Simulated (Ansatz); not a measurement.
Results of rVV10 (plane waves, PAW; Ansatz, a program for electronic structure) for CsCl-type AuZn (cubic form, which distorts at low temperature).

Settings: plane-wave cutoff 520 eV, 18×18×18 k mesh, Fermi–Dirac smearing 0.05 eV, scalar-relativistic PAW data made under PBE.

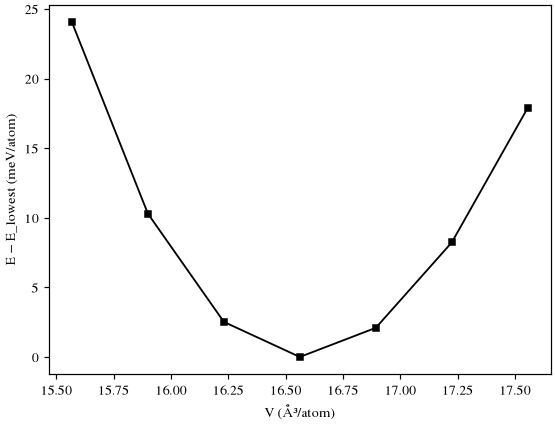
Figure. Total energy against volume

Q: From the curve, estimate the equilibrium volume and the bulk modulus.

A: V0 ≈ 16.6 Å³/atom and B0 ≈ 110 GPa; the fit gives V0 = 16.570 Å³/atom, B0 = 111 GPa, B′ = 5.6.

Measured, for comparison: bulk modulus 131 GPa (temperature not stated, no zero-point or thermal correction; as tabulated in Nepal et al. (2020), arXiv:2007.11150). Computed (rounded) less measured: bulk modulus -15 %.

Note: symmetry holds this phase in the static calculation, where it need not be a minimum.

Spin–orbit coupling is not included; it can shift volumes and moduli of such heavy elements.

Computed values are for the static lattice.

Computing time: about 2.5 core-minutes (a rough figure).
